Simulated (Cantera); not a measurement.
A closed system holds: 1 mol B2O3, 0.13 mol H2O, 0.28 mol H2, equilibrated at 0.300 bar.

Equilibrium computed with Cantera from the NASA thermochemical tables; the gas is ideal and each condensed phase is pure. Candidate condensed phases: B, B2O3, B3O3H3, H2O; 23 gas species. Gases not in the tables: H3BO3. Equilibrium is a limit: real reactors are often held back by kinetics, nucleation or transport.

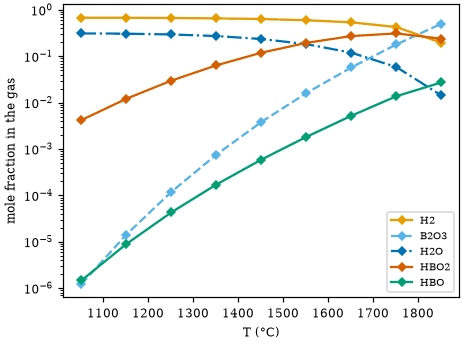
Equilibrium gas composition (values under 1e-9 drawn at 1e-9)

From 1052 °C to 1852 °C the condensed part is B2O3(l). The share of B in condensed phases is highest at 1052 °C (99.9 %) and lowest at 1852 °C (23.0 %).
